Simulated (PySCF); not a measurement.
## Electronic structure of CsSb (triplet) in real space

```json
{"atom": "Cs", "x (Å)": "0.0000", "y (Å)": "0.0000", "z (Å)": "-1.7492"}
{"atom": "Sb", "x (Å)": "0.0000", "y (Å)": "0.0000", "z (Å)": "1.9228"}
```

Core potentials replace the inner electrons of Cs and Sb.

Level of theory: PBE0/def2-SVPD, non-relativistic Hamiltonian with scalar-relativistic core potentials where named, at a bond length of 3.672 Å in PySCF 2.14.0.

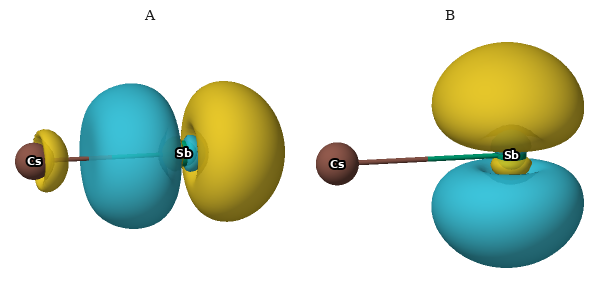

Figure 1. Two frontier α-spin orbitals, each drawn at the value that holds 80 % of its norm (yellow and cyan are the two phases), in no order; of a degenerate pair one member is drawn.

### Name the orbitals and rank them from lowest to highest energy.

Orbital B: π, occupied in this spin, −4.55 eV; mainly on Sb (95 %).
Orbital A: σ, occupied in this spin, −4.02 eV; mainly on Sb (85 %).

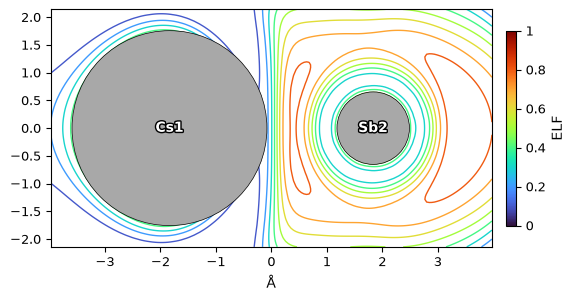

Figure 2. Electron localisation function on a plane that holds the molecular axis. Grey discs cover the atomic cores.

### Interpret the plot.

Atoms in the plane: Cs and Sb.
Cs–Sb (3.67 Å): the ELF peaks at about 0.80 in the valence shell of Sb, 1.5 Å from its nucleus, and is about 0.30 at the midpoint.

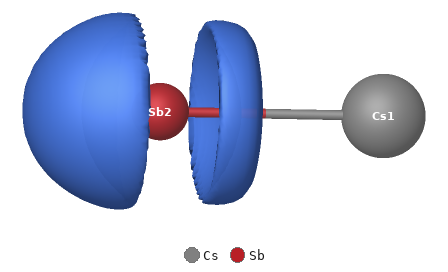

Figure 3. Isosurface of the ELF at 0.75 (blue), seen from one side. Only the valence region is drawn (cores and ρ < 0.01 e/Å³ removed).

### Where are the electrons localised?

At this value the surface marks out one lobe of the valence shell of Sb pointing towards Cs and one lobe on Sb, pointing away from the bonds (non-bonding electrons).

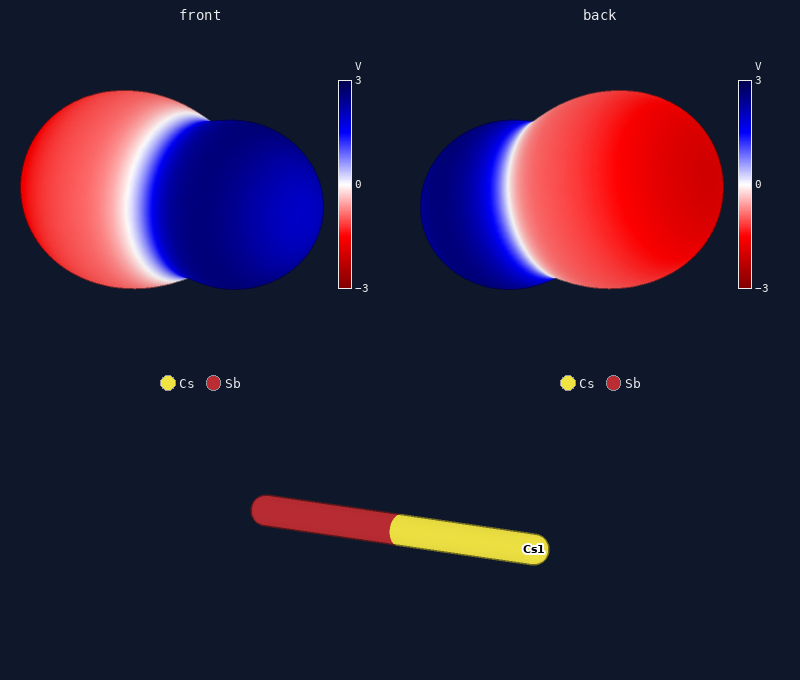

Figure 4. The molecular electrostatic potential painted on the density surface at 0.001 e/bohr³, seen from the front and from behind; the colour scale runs from red (negative) to blue (positive). The bare structure is drawn below in the same view.

### Describe the electrostatic potential map.

The most negative region (about −2.0 V) lies over Sb2, the most positive (about +2.6 V) over Cs1.
